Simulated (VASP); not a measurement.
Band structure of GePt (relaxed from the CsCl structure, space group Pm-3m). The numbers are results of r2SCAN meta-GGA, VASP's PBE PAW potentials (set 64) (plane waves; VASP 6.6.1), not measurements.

Unless said otherwise, spin-orbit coupling is left out, though it shifts the bands of the heavy elements here.

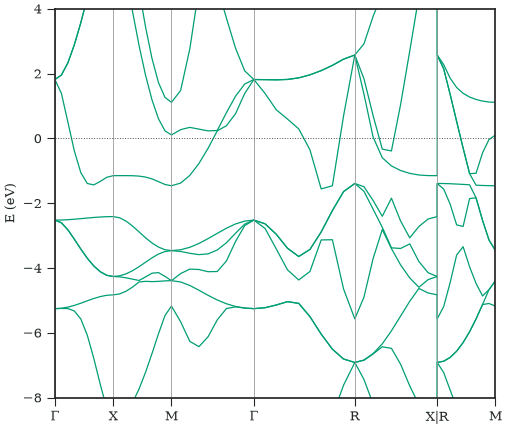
*Bands along high-symmetry lines, zero at the valence-band maximum or, without a gap, the Fermi level*

Task: Read the plot: is there a gap, and where are the band edges?

Result: It has no gap at this level: it comes out as a metal or semimetal.

The structure was generated: GePt was put into the CsCl type (Pm-3m), which need not be its known phase. It was relaxed first.
